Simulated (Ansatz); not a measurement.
**C₂H₅BF radical: small, medium and large basis sets**

Aim: see how fast density functionals converge with the basis set for C₂H₅BF radical.

Program: Ansatz 0.2.0, Gaussian basis. Level of theory: one geometry, several basis sets. These are calculated values, not measurements.

Levels to be run: PBE0-D4/def2-SVP; ωB97M-V/def2-SVP; PBE0-D4/def2-QZVPP; ωB97M-V/def2-QZVPP; the functionals' def2-TZVPP values are taken from earlier runs.

## 1. Structure used throughout

The geometry comes from an earlier relaxation with PBE0-D4 in a triple-zeta def2 set; it is a stationary point, not always the lowest conformer.

SMILES `[CH2]B(C)F`, 9 atoms, charge 0, spin multiplicity 2.

Atoms are counted from 1 here; the program's logs count them from 0.

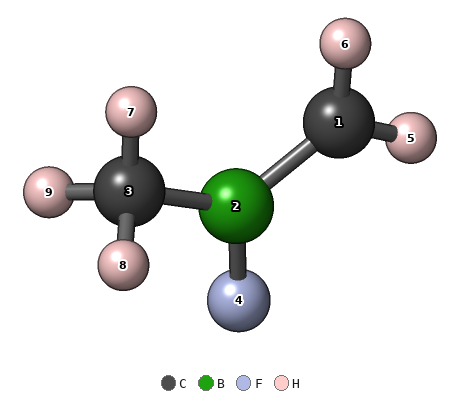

The structure; carbon dark grey, boron green, fluorine light blue, hydrogen pink; atoms are numbered from 1 in the order of the file.

## 2. PBE0-D4 in def2-SVP

File in.yaml:

```yaml
crystal:
  periodic: [false, false, false]
  atoms:
    - {symbol: C, position_ang: [-0.604479, 1.145499, -0.833749]}
    - {symbol: B, position_ang: [0.201742, -0.115374, -0.492177]}
    - {symbol: C, position_ang: [0.324116, -0.765418, 0.923930]}
    - {symbol: F, position_ang: [0.859077, -0.705397, -1.502308]}
    - {symbol: H, position_ang: [-0.647960, 1.550309, -1.840976]}
    - {symbol: H, position_ang: [-1.171313, 1.698053, -0.091209]}
    - {symbol: H, position_ang: [-0.250231, -0.253848, 1.697020]}
    - {symbol: H, position_ang: [1.374865, -0.788019, 1.234420]}
    - {symbol: H, position_ang: [0.002781, -1.812107, 0.887951]}
basis:
  gaussian: {orbitals: def2-SVP}
magnetization: {spin_polarized: true, initial_magnetization: 1}
hamiltonian: {xc: pbe0, dispersion: d4}
output: {orbitals: {seedname: orbitals}}
```

Command:

```bash
$ ansatz run in.yaml --threads 4 --pin off --events-out ev --progress --plain --max-ram 10444MiB
```

The runs that follow: ωB97M-V in def2-SVP; PBE0-D4 in def2-QZVPP; ωB97M-V in def2-QZVPP.

Q: Predict the results of all the runs planned. Wanted: PBE0-D4: double and triple zeta above quadruple; ωB97M-V: double and triple zeta above quadruple.

As calculated:

| quantity | value |
| --- | --- |
| PBE0-D4: double and triple zeta above quadruple | 6.71, 0.31 eV |
| ωB97M-V: double and triple zeta above quadruple | 6.94, 0.29 eV |

PBE0-D4 gains 6.40 eV from double to triple zeta, then 0.31 eV more. Total energies overstate the basis error of differences, where much of it tends to cancel.
